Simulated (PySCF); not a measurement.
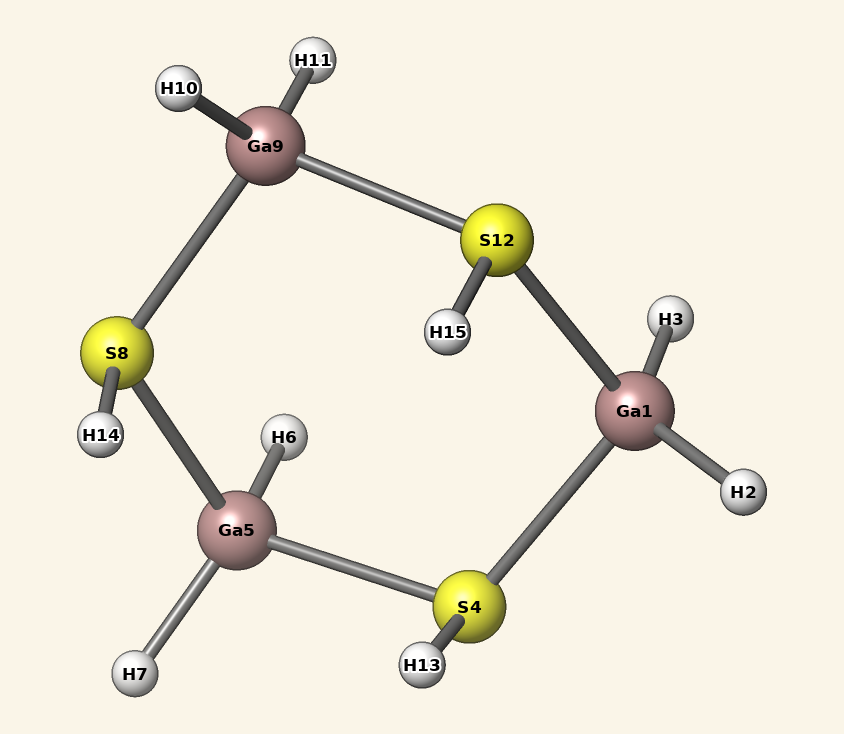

The geometry was computed by an optimisation with PBE0-D3(BJ)/def2-SVP. No frequency run is at hand to confirm it as a minimum. Properties computed with delta-SCF UKS SCAN, pcX-2 on the ionised atom (unc-x2c-TZVPall on a metal), pcseg-1 elsewhere, spin-free X2C (PySCF 2.14.0).

Give the core-electron binding energies (to vacuum; p and d levels without spin–orbit splitting) of S4 1s, S4 2p.

| atom | level | binding energy (eV) |
| --- | --- | --- |
| S4 | 1s | 2477.3 |
| S4 | 2p | 169.9 |
